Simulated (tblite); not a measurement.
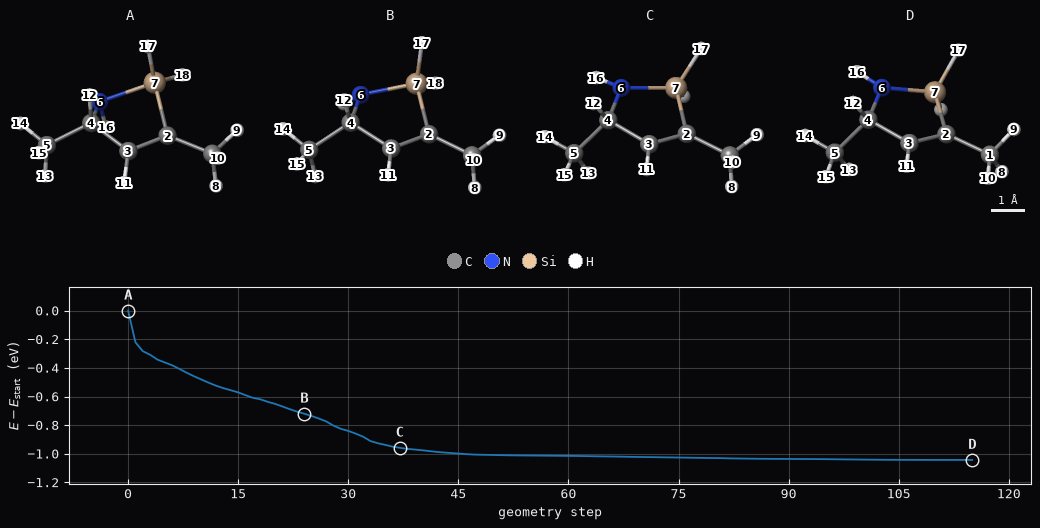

Frames of a relaxation of C5H11NSi, marked on the history of the run. The picture is a ball-and-stick view, seen from a free direction.

The calculation used GFN2-xTB geometry optimisation, gas phase (tblite 0.8.0). 

Q: What happens along the run?

A: The largest move after the best rigid fit is that of H16, 2.08 Å. Largest moves by element: H 2.08 Å, N 0.77 Å, Si 0.49 Å, C 0.46 Å. Among the contacts that change: N6–Si7 1.833 → 1.713 Å, Si7–H18 1.430 → 1.473 Å, C1–H10 1.128 → 1.089 Å, N6–H16 1.040 → 1.005 Å. Among the angles between lasting bonds that change: Si7–N6–H16 103.2° → 126.7°, C4–N6–Si7 94.5° → 116.0°, C4–N6–H16 105.8° → 114.8°. Groups turn about C1–C2 by about 60°, C3–C4 by about 45°, C2–Si7 by about 30°. After 115 geometry steps the energy has fallen by 1.043 eV. Cost: 0.71 s on 1 thread of Arm Neoverse V2, with other jobs on the host. From step 0 to 24: H16 moves most (0.99 Å), energy −0.720 eV. From step 24 to 37: H16 moves most (0.98 Å), energy −0.238 eV. From step 37 to 115: H8 moves most (0.65 Å), energy −0.085 eV.
